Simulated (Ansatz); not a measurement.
# GeF (sextet): from Hartree-Fock to the top rungs, cc-pVDZ

How much of the correlation energy of GeF (sextet) does each wave-function method recover here?

Computed with Ansatz 0.2.0, Gaussian basis. Level: cc-pVDZ, core rule «outside noble gas», up to 15 orbitals frozen.

To be run: UHF; CCSD(T) on ROHF; CCSD(T) on UHF; BCCD(T) on ROHF; CISD; CCSDT(Q) on ROHF; CCSDT(Q) on UHF; CASSCF and MRCISD+Q, 11 electrons in 8 orbitals; CASSCF and NEVPT4(SD), 11 electrons in 8 orbitals; CASSCF and NEVPT2, 11 electrons in 8 orbitals.

19 further runs of the same task are left out: 6 for a known fault of the program, 7 that didn't finish, 6 set aside as unsound or not needed.

### Step 1. What is computed

The geometry is a PBE0/def2-TZVP stationary point (not a proven minimum) of the parent state, kept for this charge and spin. No spin-orbit coupling is included. The filled d shell of Ge may be among the frozen orbitals whatever the setting's name suggests; the logs give the count.

2 atoms, charge 0, spin multiplicity 6.

Atoms are counted from 1 here; the program's logs count them from 0.

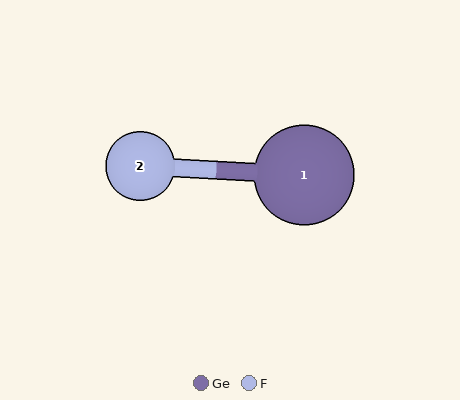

The structure; germanium purple, fluorine light blue; atoms are numbered from 1 in the order of the file.

In the tables R marks a restricted open-shell determinant and U an unrestricted one; 'valence' is the active space of 11 electrons in 8 orbitals; energies count from the table's Hartree-Fock row.

### Step 2. UHF

in.yaml reads:

```yaml
crystal:
  periodic: [false, false, false]
  atoms:
    - {symbol: Ge, position_ang: [0.000000, 0.000000, 0.000000]}
    - {symbol: F, position_ang: [0.000000, 0.000000, 1.762500]}
basis:
  gaussian: {orbitals: cc-pVDZ}
magnetization: {spin_polarized: true, initial_magnetization: 5}
hamiltonian: {xc: hf}
output: {orbitals: {seedname: orbitals}}
```

Launch:

```console
$ ansatz run in.yaml --threads 1 --pin off --events-out ev --progress --plain --max-ram 2393MiB
```

Output:

```text
Functional definition: HF
  name "HF"
  cite "Fock, Z. Phys. 61, 126 (1930) doi:10.1007/BF01340294"
  parent pbe
  exchange = exact_x
  correlation = 0
460 factors; integrals over basis functions are off by at most 9.2e-4 eV
mean field evaluation 1: about -59160.5239 eV, gradient 3.1e1 eV
mean field evaluation 2: about -59160.5307 eV, gradient 3.1e1 eV
mean field evaluation 4: about -59168.0316 eV, gradient 6.3e0 eV
mean field evaluation 8: about -59168.5649 eV, gradient 1.2e-1 eV
mean field evaluation 16: about -59167.9086 eV, gradient 1.7e0 eV
mean field evaluation 32: about -59157.2425 eV, gradient 4.9e0 eV
mean field -59168.56501242 eV, -2174.4046583125 hartree, gradient 2.4e-5 eV, S^2 8.755876; 0 other end points of the search recorded, 0 dependent functions left out
reference -59168.56501242 eV, -2174.4046583125 hartree; 23, 18 occupied and 18, 23 virtual orbitals, 460 factors
Total energy: -59168.56501242 eV, -2174.4046583125 hartree
```

It took 0.96 s on 1 thread of Arm Neoverse V2, shared host.

From the report: ⟨S²⟩ of the determinant 8.756 (pure sextet: 8.75).

### Step 3. CCSD(T) on ROHF

in.yaml reads:

```yaml
crystal:
  periodic: [false, false, false]
  atoms:
    - {symbol: Ge, position_ang: [0.000000, 0.000000, 0.000000]}
    - {symbol: F, position_ang: [0.000000, 0.000000, 1.762500]}
basis:
  gaussian: {orbitals: cc-pVDZ}
magnetization: {spin_polarized: false, initial_magnetization: 5}
correlation: {method: ccsd_t, electrons: outside_noble_gas}
output: {forces: true}
```

Launched as before.

Output, shortened:

```text
Functional definition: HF
  name "HF"
  cite "Fock, Z. Phys. 61, 126 (1930) doi:10.1007/BF01340294"
  parent pbe
[...]
460 factors; integrals over basis functions are off by at most 9.2e-4 eV
[...]
mean field -59168.39105988 eV, -2174.3982656746 hartree, gradient 2.3e-6 eV, S^2 8.750000; 6 other end points of the search recorded, 0 dependent functions left out
determinant -59168.39105988 eV, -2174.3982656746 hartree, with singles and doubles -59173.44012795 eV, -2174.5838155037 hartree
determinant -59166.81326609 eV, -2174.3402828224 hartree, with singles and doubles -59171.77780659 eV, -2174.5227263205 hartree
15 core orbitals not correlated, not the lowest: weight in the atoms' cores, before any rotation towards them, 0.758 or more for the frozen orbitals, at most 0.240 for the correlated occupied ones
reference -59168.39105988 eV, -2174.3982656746 hartree; 8, 3 occupied and 18, 23 virtual orbitals, 460 factors
second order -4.51510956 eV of doubles, -0.09830882 eV of singles
cycle   1  -5.04914515 eV  change   -7.7e-5 eV  update   1.8e-4
[...]
cycle   7  -5.04916827 eV  change    1.1e-6 eV  update   5.2e-7
perturbative correction -0.05399394 eV, -0.0019842407 hartree
[...]
Total energy: -59173.49422209 eV, -2174.5858034267 hartree
Atom 0 at     0.000000     0.000000     0.000000 Å, force    -0.000000    -0.000000   -10.924928 eV/Å
Atom 1 at     0.000000     0.000000     1.762500 Å, force     0.000000     0.000000    10.924928 eV/Å
Dipole moment:    -0.000000    -0.000000     0.490549 e Å
```

Wall time 2.1 s (1 thread of Arm Neoverse V2, shared host).

From the report: correlation -5.1032 eV; T1 0.013; largest double amplitude 0.05.

### Step 4. CCSD(T) on UHF

Edit in.yaml of step 3 so:

```diff
@@ -7,3 +7,3 @@
   gaussian: {orbitals: cc-pVDZ}
-magnetization: {spin_polarized: false, initial_magnetization: 5}
+magnetization: {spin_polarized: true, initial_magnetization: 5}
 correlation: {method: ccsd_t, electrons: outside_noble_gas}
```

Same command.

Output, shortened:

```text
Functional definition: HF
  name "HF"
  cite "Fock, Z. Phys. 61, 126 (1930) doi:10.1007/BF01340294"
  parent pbe
[...]
460 factors; integrals over basis functions are off by at most 9.2e-4 eV
[...]
mean field -59168.56501242 eV, -2174.4046583125 hartree, gradient 1.6e-6 eV, S^2 8.755876; 7 other end points of the search recorded, 0 dependent functions left out
determinant -59168.56501242 eV, -2174.4046583125 hartree, with singles and doubles -59173.47827484 eV, -2174.5852173764 hartree
determinant -59166.97287340 eV, -2174.3461482830 hartree, with singles and doubles -59171.81872225 eV, -2174.5242299433 hartree
15 core orbitals not correlated, not the lowest: weight in the atoms' cores, before any rotation towards them, 0.791 or more for the frozen orbitals, at most 0.207 for the correlated occupied ones
reference -59168.56501242 eV, -2174.4046583125 hartree; 8, 3 occupied and 18, 23 virtual orbitals, 460 factors
second order -4.46750550 eV of doubles, -0.00000000 eV of singles
cycle   1  -4.91333530 eV  change   -7.3e-5 eV  update   1.7e-4
[...]
cycle   7  -4.91335030 eV  change    1.0e-6 eV  update   4.8e-7
perturbative correction -0.05204715 eV, -0.0019126976 hartree
[...]
Total energy: -59173.53040987 eV, -2174.5871333033 hartree
Atom 0 at     0.000000     0.000000     0.000000 Å, force    -0.000000     0.000000   -10.942783 eV/Å
Atom 1 at     0.000000     0.000000     1.762500 Å, force    -0.000000    -0.000000    10.942783 eV/Å
Dipole moment:     0.000000    -0.000000     0.489500 e Å
```

Wall time 2.2 s (1 thread of Arm Neoverse V2, shared host).

From the report: ⟨S²⟩ of the determinant 8.756 (pure sextet: 8.75); correlation -4.9654 eV; T1 0.009; largest double amplitude 0.05.

### Step 5. BCCD(T) on ROHF

in.yaml reads:

```yaml
crystal:
  periodic: [false, false, false]
  atoms:
    - {symbol: Ge, position_ang: [0.000000, 0.000000, 0.000000]}
    - {symbol: F, position_ang: [0.000000, 0.000000, 1.762500]}
basis:
  gaussian: {orbitals: cc-pVDZ}
magnetization: {spin_polarized: false, initial_magnetization: 5}
correlation: {method: bccd_t, electrons: outside_noble_gas}
```

Launched as before.

Output, shortened:

```text
Functional definition: HF
  name "HF"
  cite "Fock, Z. Phys. 61, 126 (1930) doi:10.1007/BF01340294"
  parent pbe
[...]
460 factors; integrals over basis functions are off by at most 9.2e-4 eV
[...]
mean field -59168.39105988 eV, -2174.3982656746 hartree, gradient 2.3e-6 eV, S^2 8.750000; 6 other end points of the search recorded, 0 dependent functions left out
determinant -59168.39105988 eV, -2174.3982656746 hartree, with singles and doubles -59173.44012795 eV, -2174.5838155037 hartree
determinant -59166.81326609 eV, -2174.3402828224 hartree, with singles and doubles -59171.77780659 eV, -2174.5227263205 hartree
15 core orbitals not correlated, not the lowest: weight in the atoms' cores, before any rotation towards them, 0.758 or more for the frozen orbitals, at most 0.240 for the correlated occupied ones
reference -59168.39105988 eV, -2174.3982656746 hartree; 8, 3 occupied and 18, 23 virtual orbitals, 460 factors
second order -4.51510956 eV of doubles, -0.09830882 eV of singles
cycle   1  -5.04648441 eV  change    2.6e-3 eV  update   4.1e-3
[...]
cycle   7  -5.04500946 eV  change    2.3e-6 eV  update   3.6e-6
perturbative correction -0.05811343 eV, -0.0021356291 hartree
Total energy: -59173.49418277 eV, -2174.5858019819 hartree
```

Wall time 1.6 s (1 thread of Arm Neoverse V2, shared host).

From the report: correlation -5.1031 eV; largest double amplitude 0.05.

### Step 6. CISD

Edit in.yaml of step 5 so:

```diff
@@ -8,2 +8,2 @@
 magnetization: {spin_polarized: false, initial_magnetization: 5}
-correlation: {method: bccd_t, electrons: outside_noble_gas}
+correlation: {active_space: {ras: {orbitals: [3, 5, 18], electrons: 11, max_holes: 2, max_particles: 2}, fixed_orbitals: true}}
```

Launched as before.

Output:

```text
Functional definition: HF
  name "HF"
  cite "Fock, Z. Phys. 61, 126 (1930) doi:10.1007/BF01340294"
  parent pbe
  exchange = exact_x
  correlation = 0
460 factors; integrals over basis functions are off by at most 9.2e-4 eV
mean field evaluation 1: about -59165.7347 eV, gradient 2.3e1 eV
mean field evaluation 2: about -59165.7428 eV, gradient 2.3e1 eV
mean field evaluation 4: about -59168.3503 eV, gradient 2.8e0 eV
mean field evaluation 8: about -59168.3909 eV, gradient 1.5e-1 eV
mean field evaluation 16: about -59168.3911 eV, gradient 7.8e-4 eV
mean field evaluation 32: about -59166.9484 eV, gradient 1.0e0 eV
mean field -59168.39105988 eV, -2174.3982656746 hartree, gradient 2.3e-6 eV, S^2 8.750000; 6 other end points of the search recorded, 0 dependent functions left out
reference -59168.39105988 eV, -2174.3982656746 hartree; 23, 18 occupied and 18, 23 virtual orbitals, 460 factors
state -59172.13254012 eV, -2174.5357625373 hartree
Total energy: -59172.13254012 eV, -2174.5357625373 hartree
```

Run time: 3.8 s. Hardware: 1 thread of Arm Neoverse V2, shared host.

From the report: 36,584 determinants.

### Step 7. CCSDT(Q) on ROHF

Edit in.yaml of step 6 so:

```diff
@@ -8,2 +8,2 @@
 magnetization: {spin_polarized: false, initial_magnetization: 5}
-correlation: {active_space: {ras: {orbitals: [3, 5, 18], electrons: 11, max_holes: 2, max_particles: 2}, fixed_orbitals: true}}
+correlation: {method: ccsdt_q, electrons: outside_noble_gas}
```

Same command.

Output, shortened:

```text
Functional definition: HF
  name "HF"
  cite "Fock, Z. Phys. 61, 126 (1930) doi:10.1007/BF01340294"
  parent pbe
[...]
748 factors; integrals over basis functions are off by at most 9.9e-8 eV
[...]
mean field -59168.39132059 eV, -2174.3982752555 hartree, gradient 2.3e-6 eV, S^2 8.750000; 6 other end points of the search recorded, 0 dependent functions left out
[...]
determinant -59168.39132059 eV, -2174.3982752555 hartree, with singles and doubles -59173.44038977 eV, -2174.5838251254 hartree
determinant -59166.81352892 eV, -2174.3402924812 hartree, with singles and doubles -59171.77807287 eV, -2174.5227361064 hartree
15 core orbitals not correlated, not the lowest: weight in the atoms' cores, before any rotation towards them, 0.758 or more for the frozen orbitals, at most 0.240 for the correlated occupied ones
reference -59168.39132059 eV, -2174.3982752555 hartree; 8, 3 occupied and 18, 23 virtual orbitals, 748 factors
second order -4.51511594 eV of doubles, -0.09830661 eV of singles
cycle   1  -4.92548871 eV  change   -3.1e-1 eV  update   4.5e-2
[...]
cycle  14  -5.10870634 eV  change    6.2e-7 eV  update   7.2e-7
perturbative correction -0.00268889 eV, -0.0000988147 hartree
Total energy: -59173.50271581 eV, -2174.5861155654 hartree
```

Wall time 7 s (1 thread of Arm Neoverse V2, shared host).

From the report: correlation -5.1114 eV; T1 0.012; largest double amplitude 0.05.

### Step 8. CCSDT(Q) on UHF

Edit in.yaml of step 7 so:

```diff
@@ -7,3 +7,3 @@
   gaussian: {orbitals: cc-pVDZ}
-magnetization: {spin_polarized: false, initial_magnetization: 5}
+magnetization: {spin_polarized: true, initial_magnetization: 5}
 correlation: {method: ccsdt_q, electrons: outside_noble_gas}
```

Launched as before.

Output, shortened:

```text
Functional definition: HF
  name "HF"
  cite "Fock, Z. Phys. 61, 126 (1930) doi:10.1007/BF01340294"
  parent pbe
[...]
748 factors; integrals over basis functions are off by at most 9.9e-8 eV
[...]
mean field -59168.56527042 eV, -2174.4046677941 hartree, gradient 7.5e-6 eV, S^2 8.755876; 6 other end points of the search recorded, 0 dependent functions left out
determinant -59168.56527042 eV, -2174.4046677941 hartree, with singles and doubles -59173.47853808 eV, -2174.5852270500 hartree
determinant -59166.97313334 eV, -2174.3461578353 hartree, with singles and doubles -59171.81898865 eV, -2174.5242397336 hartree
15 core orbitals not correlated, not the lowest: weight in the atoms' cores, before any rotation towards them, 0.791 or more for the frozen orbitals, at most 0.207 for the correlated occupied ones
reference -59168.56527042 eV, -2174.4046677941 hartree; 8, 3 occupied and 18, 23 virtual orbitals, 748 factors
second order -4.46751279 eV of doubles, -0.00000000 eV of singles
cycle   1  -4.78956112 eV  change   -3.2e-1 eV  update   4.4e-2
[...]
cycle  14  -4.97115086 eV  change    6.3e-7 eV  update   7.3e-7
perturbative correction -0.00285611 eV, -0.0001049602 hartree
Total energy: -59173.53927739 eV, -2174.5874591787 hartree
```

Wall time 6 s (1 thread of Arm Neoverse V2, shared host).

From the report: ⟨S²⟩ of the determinant 8.756 (pure sextet: 8.75); correlation -4.9740 eV; T1 0.009; largest double amplitude 0.05.

### Step 9. CASSCF and MRCISD+Q, 11 electrons in 8 orbitals

in.yaml reads:

```yaml
crystal:
  periodic: [false, false, false]
  atoms:
    - {symbol: Ge, position_ang: [0.000000, 0.000000, 0.000000]}
    - {symbol: F, position_ang: [0.000000, 0.000000, 1.762500]}
basis:
  gaussian: {orbitals: cc-pVDZ}
magnetization: {spin_polarized: false, initial_magnetization: 5}
correlation: {method: fic_mrcisd_q, electrons: outside_noble_gas, active_space: {window: {electrons: 11, orbitals: 8}, shells: [{species: F, l: s, shell: 2}, {species: F, l: p, shell: 2}, {species: Ge, l: s, shell: 4}, {species: Ge, l: p, shell: 4}]}}
```

Same command.

Output, shortened:

```text
Functional definition: HF
  name "HF"
  cite "Fock, Z. Phys. 61, 126 (1930) doi:10.1007/BF01340294"
  parent pbe
[...]
748 factors; integrals over basis functions are off by at most 9.9e-8 eV
[...]
mean field -59168.39132059 eV, -2174.3982752555 hartree, gradient 2.3e-6 eV, S^2 8.750000; 6 other end points of the search recorded, 0 dependent functions left out
reference -59168.39132059 eV, -2174.3982752555 hartree; 23, 18 occupied and 18, 23 virtual orbitals, 748 factors
state -59168.39773593 eV, -2174.3985110149 hartree
contracted CI cycle   1: correlation 0.00000000 eV, 0.0000000000 hartree, residual 2.70e1 eV
contracted CI cycle   2: correlation -4.76124117 eV, -0.1749723856 hartree, residual 2.91e0 eV
contracted CI cycle   3: correlation -4.84985665 eV, -0.1782289444 hartree, residual 6.18e-1 eV
contracted CI cycle   4: correlation -4.85346843 eV, -0.1783616749 hartree, residual 1.02e-1 eV
contracted CI cycle   5: correlation -4.85357080 eV, -0.1783654371 hartree, residual 2.08e-2 eV
contracted CI cycle   6: correlation -4.85357499 eV, -0.1783655911 hartree, residual 3.46e-3 eV
contracted CI cycle   7: correlation -4.85357511 eV, -0.1783655956 hartree, residual 6.33e-4 eV
state -59168.39773593 eV, -2174.3985110149 hartree; corrected -59173.46927736 eV, -2174.5848867248 hartree
Total energy: -59173.46927736 eV, -2174.5848867248 hartree
Checks for a lower state left out: starts, orbital_swaps
```

It took 2.1 s on 1 thread of Arm Neoverse V2, shared host.

From the report: 14 determinants; active occupations 2.00, 2.00, 2.00, 1.00, 1.00, 1.00, 1.00, 1.00.

### Step 10. CASSCF and NEVPT4(SD), 11 electrons in 8 orbitals

in.yaml reads:

```yaml
crystal:
  periodic: [false, false, false]
  atoms:
    - {symbol: Ge, position_ang: [0.000000, 0.000000, 0.000000]}
    - {symbol: F, position_ang: [0.000000, 0.000000, 1.762500]}
basis:
  gaussian: {orbitals: cc-pVDZ}
magnetization: {spin_polarized: false, initial_magnetization: 5}
correlation: {method: fic_nevpt4_sd, electrons: outside_noble_gas, active_space: {window: {electrons: 11, orbitals: 8}, shells: [{species: F, l: s, shell: 2}, {species: F, l: p, shell: 2}, {species: Ge, l: s, shell: 4}, {species: Ge, l: p, shell: 4}]}}
```

Same command.

Output:

```text
Functional definition: HF
  name "HF"
  cite "Fock, Z. Phys. 61, 126 (1930) doi:10.1007/BF01340294"
  parent pbe
  exchange = exact_x
  correlation = 0
748 factors; integrals over basis functions are off by at most 9.9e-8 eV
mean field evaluation 1: about -59165.6979 eV, gradient 2.3e1 eV
mean field evaluation 2: about -59165.7425 eV, gradient 2.3e1 eV
mean field evaluation 4: about -59168.3456 eV, gradient 2.8e0 eV
mean field evaluation 8: about -59168.3912 eV, gradient 1.4e-1 eV
mean field evaluation 16: about -59168.1507 eV, gradient 6.9e0 eV
mean field evaluation 32: about -59168.2577 eV, gradient 1.7e0 eV
mean field -59168.39132059 eV, -2174.3982752555 hartree, gradient 2.3e-6 eV, S^2 8.750000; 6 other end points of the search recorded, 0 dependent functions left out
reference -59168.39132059 eV, -2174.3982752555 hartree; 23, 18 occupied and 18, 23 virtual orbitals, 748 factors
state -59168.39773593 eV, -2174.3985110149 hartree
state -59168.39773593 eV, -2174.3985110149 hartree; corrected -59173.39636622 eV, -2174.5822072901 hartree
Total energy: -59173.39636622 eV, -2174.5822072901 hartree
Checks for a lower state left out: starts, orbital_swaps
```

Run time: 2 s. Hardware: 1 thread of Arm Neoverse V2, shared host.

From the report: 14 determinants; active occupations 2.00, 2.00, 2.00, 1.00, 1.00, 1.00, 1.00, 1.00.

### Step 11. CASSCF and NEVPT2, 11 electrons in 8 orbitals

in.yaml reads:

```yaml
crystal:
  periodic: [false, false, false]
  atoms:
    - {symbol: Ge, position_ang: [0.000000, 0.000000, 0.000000]}
    - {symbol: F, position_ang: [0.000000, 0.000000, 1.762500]}
basis:
  gaussian: {orbitals: cc-pVDZ}
magnetization: {spin_polarized: false, initial_magnetization: 5}
correlation: {method: sc_nevpt2, electrons: outside_noble_gas, active_space: {window: {electrons: 11, orbitals: 8}, shells: [{species: F, l: s, shell: 2}, {species: F, l: p, shell: 2}, {species: Ge, l: s, shell: 4}, {species: Ge, l: p, shell: 4}]}}
```

Launched as before.

Output:

```text
Functional definition: HF
  name "HF"
  cite "Fock, Z. Phys. 61, 126 (1930) doi:10.1007/BF01340294"
  parent pbe
  exchange = exact_x
  correlation = 0
748 factors; integrals over basis functions are off by at most 9.9e-8 eV
mean field evaluation 1: about -59165.6979 eV, gradient 2.3e1 eV
mean field evaluation 2: about -59165.7425 eV, gradient 2.3e1 eV
mean field evaluation 4: about -59168.3456 eV, gradient 2.8e0 eV
mean field evaluation 8: about -59168.3912 eV, gradient 1.4e-1 eV
mean field evaluation 16: about -59168.1507 eV, gradient 6.9e0 eV
mean field evaluation 32: about -59168.2577 eV, gradient 1.7e0 eV
mean field -59168.39132059 eV, -2174.3982752555 hartree, gradient 2.3e-6 eV, S^2 8.750000; 6 other end points of the search recorded, 0 dependent functions left out
reference -59168.39132059 eV, -2174.3982752555 hartree; 23, 18 occupied and 18, 23 virtual orbitals, 748 factors
state -59168.39773593 eV, -2174.3985110149 hartree
state -59168.39773593 eV, -2174.3985110149 hartree; corrected -59172.47831035 eV, -2174.5484693591 hartree
Total energy: -59172.47831035 eV, -2174.5484693591 hartree
Checks for a lower state left out: starts, orbital_swaps
```

Run time: 1.4 s. Hardware: 1 thread of Arm Neoverse V2, shared host.

From the report: 14 determinants; active occupations 2.00, 2.00, 2.00, 1.00, 1.00, 1.00, 1.00, 1.00.

### Step 12. How many determinants matter

Natural occupations of the CASSCF valence state about the gap (report; correlated orbitals 4 to 8): 1.000, 1.000, 1.000, 1.000, 1.000. The count of effectively unpaired electrons, Σ n²(2 − n)², is 5.00; a single determinant of this spin has 5.

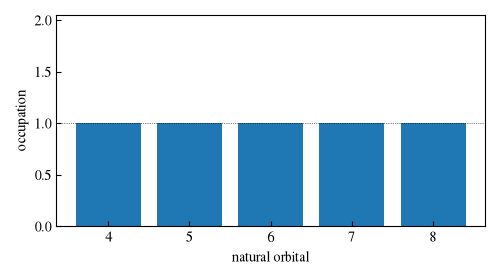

Natural occupations of the CASSCF valence state.

### Step 13. All levels against the top one

No level here is safe as a reference; RCCSDT(Q) serves as a yardstick only. Rows without a time come out of other runs: HF, MP2 and CCSD of CCSD(T), CCSDT of CCSDT(Q), CASSCF and MRCISD of the multireference runs. The times of RCCSD(T), UCCSD(T) include forces.

Differences are taken before rounding.

```csv
method,energy from the lowest RHF (meV),from RCCSDT(Q) (meV),time
RHF,0.0,+5111.7,
UHF,-174.0,+4937.7,
RMP2,-4613.4,+498.2,
UMP2,-4641.5,+470.2,
RCCSD,-5049.2,+62.5,
UCCSD,-5087.3,+24.4,
RCCSD(T),-5103.2,+8.5,2.1 s
UCCSD(T),-5139.3,-27.7,2.2 s
BCCD(T),-5103.1,+8.5,1.6 s
RCCSDT,-5109.0,+2.7,
UCCSDT,-5145.4,-33.7,
RCCSDT(Q),-5111.7,0,7 s
UCCSDT(Q),-5148.2,-36.6,6 s
CASSCF valence,-6.7,+5105.0,
NEVPT2 valence,-4087.3,+1024.4,1.4 s
NEVPT4(SD) valence,-5005.3,+106.3,2 s
MRCISD valence,-4860.3,+251.4,
MRCISD+Q valence,-5078.2,+33.4,2.1 s
```

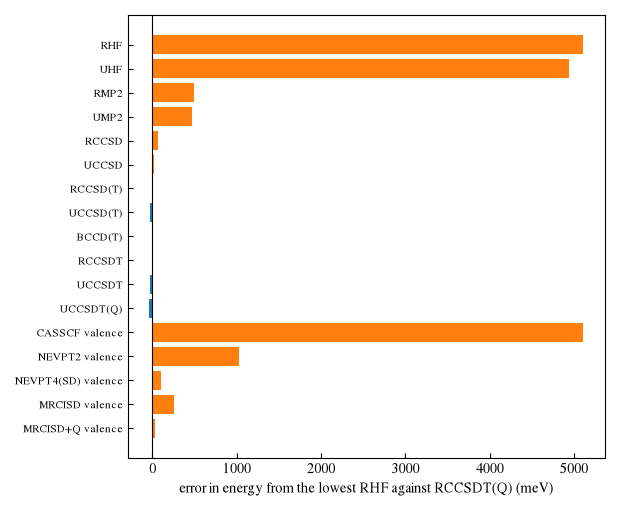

Deviations from RCCSDT(Q), method by method.

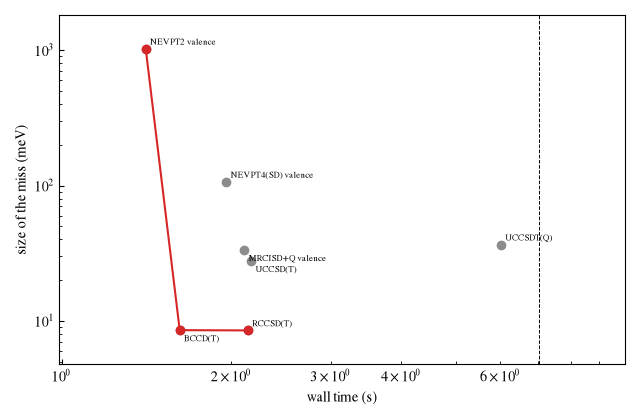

Accuracy for the time spent; red marks the levels that beat every quicker one drawn (of those quicker than the yardstick), and the dashed line is the time of RCCSDT(Q). Times are from a shared host.

Not comparable, so not listed: CISD (they don't share determinant, frozen orbitals or solution with the rows shown, or repeat one).

### Step 14. What came out

| quantity | value |
| --- | --- |
| RCCSDT(Q) below the RHF energy | -5.1117 eV |
| RMP2 from RCCSDT(Q) | +498.2 meV |
| UMP2 from RCCSDT(Q) | +470.2 meV |
| RCCSD from RCCSDT(Q) | +62.5 meV |
| RCCSD(T) from RCCSDT(Q) | +8.5 meV |
| UCCSD(T) from RCCSDT(Q) | -27.7 meV |
| UCCSDT(Q) from RCCSDT(Q) | -36.6 meV |
| NEVPT2 valence from RCCSDT(Q) | +1024.4 meV |
| NEVPT4(SD) valence from RCCSDT(Q) | +106.3 meV |
| MRCISD+Q valence from RCCSDT(Q) | +33.4 meV |
| T1 diagnostic | 0.013 |
| effectively unpaired electrons | 5.00 |

What this shows: RCCSD(T) lands +8.5 meV from the yardstick (0.2 % of the correlation energy). CCSD(T) misses by +8.5 meV on the restricted determinant and by -27.7 meV on the unrestricted one; the two need not hold the same state or core. One determinant dominates.
